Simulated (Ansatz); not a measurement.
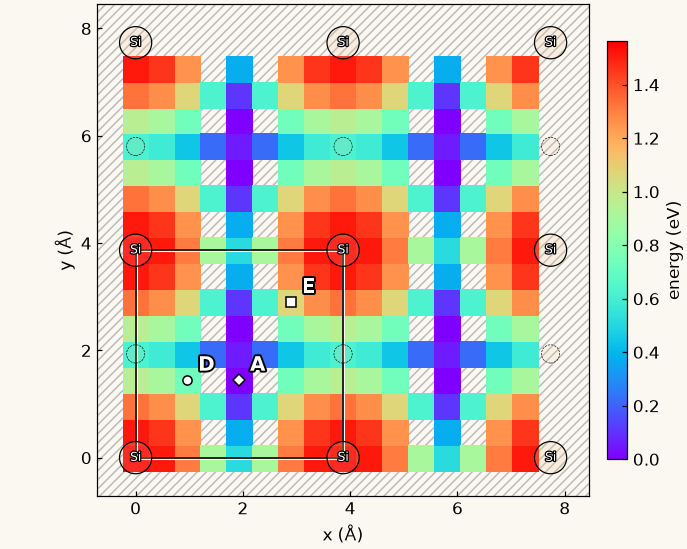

Si on a Si(100) slab cut from the Fd-3m phase, its upper half relaxed before the scan (16 atoms of substrate and one adsorbate in a 2 × 2 cell). Si is moved over the surface cell; relaxed at each place: the height of the adsorbate's atoms; substrate rigid; the origin of the map has the adsorbate above Si13. Places are given modulo a cell vector. The map is drawn in real space over the plane of the surface. The scan uses an 8 × 8 grid; 23 points were computed and 33 follow by symmetry. At 8 points there is no value. Places are given in fractions of the 1 × 1 surface cell. Energies are in eV, from the lowest grid point. Energies and slopes of some neighbouring points disagree (a jump in structure or state, or too coarse a mesh). The magnetic moment jumps between some neighbouring points. The calculation used DFT PBE, scalar-relativistic, plane waves, PAW (Ansatz 0.2.0). Settings: cutoff 420 eV, k-mesh 4×4×1, gaussian smearing 0.05 eV, spin-polarised.

Drawn: one coloured cell a grid point, labelled circles for the atoms of the top layer and small ones for the second layer, the outline of one cell of the 2 × 2 shown, hatched blanks where no value was computed, lettered points.

> Is E the lowest point of the computed grid?

No. E lies 1.07 eV above the lowest grid point, which is at (4/8, 3/8) of the cell vectors [nearest 2 Si at 2.47 Å].

> Rank the lettered points by energy, lowest first.

A (0.00 eV), D (0.74 eV), E (1.07 eV).

PAW datasets: the set soft_1.
